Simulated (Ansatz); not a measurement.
**A computed series for ZnO: response to strain**

Base system: ZnO in the wurtzite structure (space group P6_3mc, No. 186; a = 3.230 Å, c = 5.214 Å). Axes: x lies along a and z along c of the hexagonal cell.

Strains are applied to the cell and any free atomic positions relax.

Computed with PBEsol, PAW, 420 eV (Ansatz, a program for electronic structure; scalar-relativistic without spin-orbit coupling).

Notes on the quantities. pressure: mean of the normal stresses, compression positive.

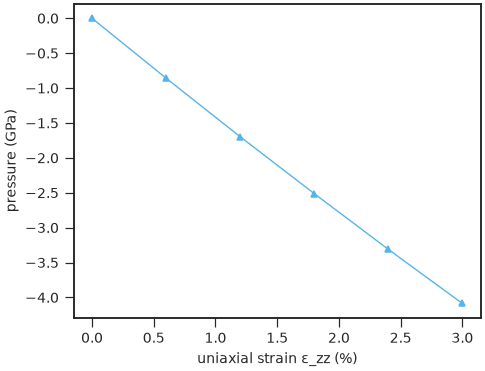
*Pressure against uniaxial strain ε_zz*

```
uniaxial strain ε_zz (%)   pressure
------------------------  ---------
0.6                       -0.86 GPa
1.2                       -1.70 GPa
1.8                       -2.51 GPa
2.4                       -3.31 GPa
3                         -4.09 GPa
```

Stability against distortions was not tested.
